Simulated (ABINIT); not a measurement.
System: AlSi₂Cl.

The calculation's input:

```
# Datasets: ground state, then fixed potential
ndtset 2

# Pseudopotentials
pp_dirpath "./"
pseudos "Al.GGA_PBE-JTH.xml, Si.GGA_PBE-JTH.xml, Cl.GGA_PBE-JTH.xml"

# Structure
acell 3*1.0
rprim
     8.1290513298     0.0000000000     0.0000000000
    -4.0645256555     7.0399649366     0.0000000000
     0.0000000000     0.0000000000     9.4398053187
ntypat 3
znucl 13 14 17
natom 4
typat 1 2 2 3
xred
     0.6666666700     0.3333333300     0.5000000000
     0.0000000000     0.0000000000     0.7404812900
     0.0000000000     0.0000000000     0.2595187100
     0.3333333300     0.6666666700     0.0000000000
chkprim 0
chksymtnons 0
tolsym 1.0e-6

# Plane-wave basis
ecut 25.0
pawecutdg 47.0

# Exchange and correlation
ixc 11

# Bands and occupations
occopt 3
tsmear 0.05 eV

# SCF cycle
nstep 100

# Output
iomode 3
prtwf 0
prteig 0
prtebands 0
enunit 1
prtden1 1
prtvha1 1
prtvclmb1 1
prtpot1 1

# Dataset 1
kptopt1 1
ngkpt1 8 8 6
nshiftk1 1
shiftk1 0.0 0.0 0.0
nband1 13
tolvrs1 1.0e-9

# Dataset 2: bands along G-M-K-G-A-L-H-A
iscf2 -2
getden2 1
nband2 17
nbdbuf2 2
tolwfr2 1.0e-12
kptopt2 -7
ndivsm2 6
prteig2 1
kptbounds2
     0.0000000000     0.0000000000     0.0000000000
     0.5000000000     0.0000000000     0.0000000000
     0.3333333333     0.3333333333     0.0000000000
     0.0000000000     0.0000000000     0.0000000000
     0.0000000000     0.0000000000     0.5000000000
     0.5000000000     0.0000000000     0.5000000000
     0.3333333333     0.3333333333     0.5000000000
     0.0000000000     0.0000000000     0.5000000000
```

Command:

```sh
abinit run.abi > log 2>&1
```

Below, planes, directions and counts refer to the conventional cell (a = 4.30 Å, b = 4.30 Å, c = 5.00 Å, α = 90.00°, β = 90.00°, γ = 120.00°).

Space group P-6m2; a structure from a database of computed crystals, not necessarily the ambient phase; a generated structure, not necessarily the stable one.

All numbers below come from ABINIT 10.8.3, Kohn-Sham DFT of a periodic cell, PBE, JTH PAW PBE v2.0.

Question: Predict the valence pseudo-density between the atoms.

Answer: Si–Si (2.40 Å): the density is about 0.4 e/Å³ at the midpoint.
Al–Si (2.76 Å): the density is about 0.28 e/Å³ at the midpoint.
Si–Cl (2.80 Å): the density is about 0.22 e/Å³ at the midpoint.

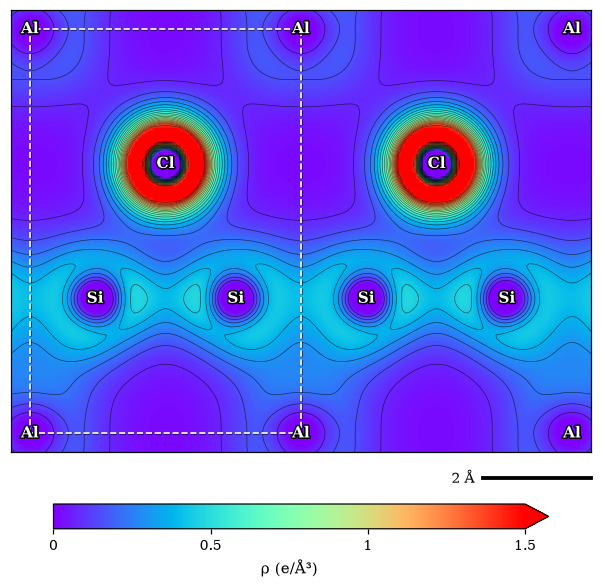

Computed valence pseudo-density on the (110) plane of the conventional cell. 

The density is the valence pseudo-density of a PAW calculation; it isn't the true density close to the nuclei.
